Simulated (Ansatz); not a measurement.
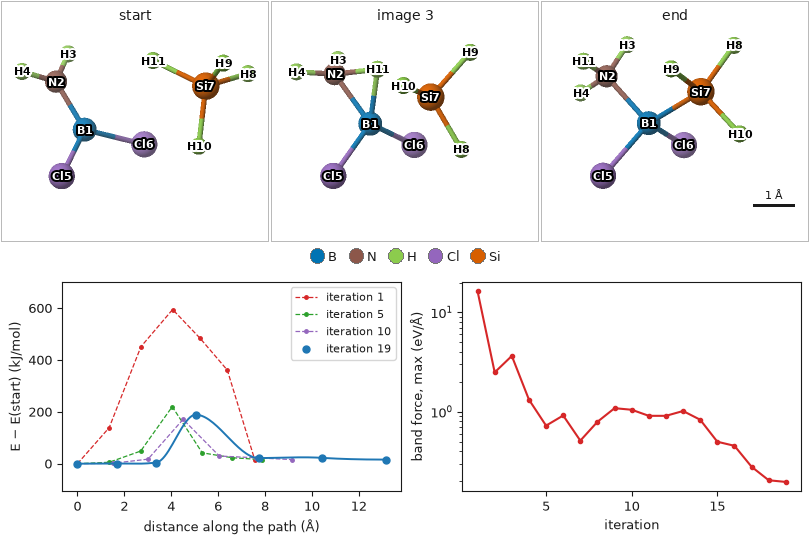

A nudged-elastic-band calculation for BSiNH6Cl2, made up at the start of BNH2Cl2 and SiH4. Images are numbered from 0 (start) to 6 (end). The plot follows the band through its iterations. The picture is a ball-and-stick view, seen at a tilt.

Level of theory: Ansatz 0.2.0, RKS PBE-D4/6-31G*. Run with 5 movable images; climbing image; force threshold 0.2 eV/Å; iteration limit 60; starting path through a guess of the saddle point.

**Judge this run.**

The run met only a loose threshold, so the barrier can't be trusted yet. The band converged in 19 iterations. The largest component of the band force went from 16 to 0.2 eV/Å. The climbing image converged on the top of the path. Its curvatures weren't checked. The force threshold is so loose that the height of the top is at best an upper bound. The first iteration put the highest image at 594.7 kJ/mol. The highest point, image 3, lies 188.9 kJ/mol above the start and 173.1 kJ/mol above the end; the end is at +15.8 kJ/mol relative to the start.

Limits of the set-up: the start holds two separate molecules, 3.1 Å apart at their closest, whose relative position is a soft coordinate.
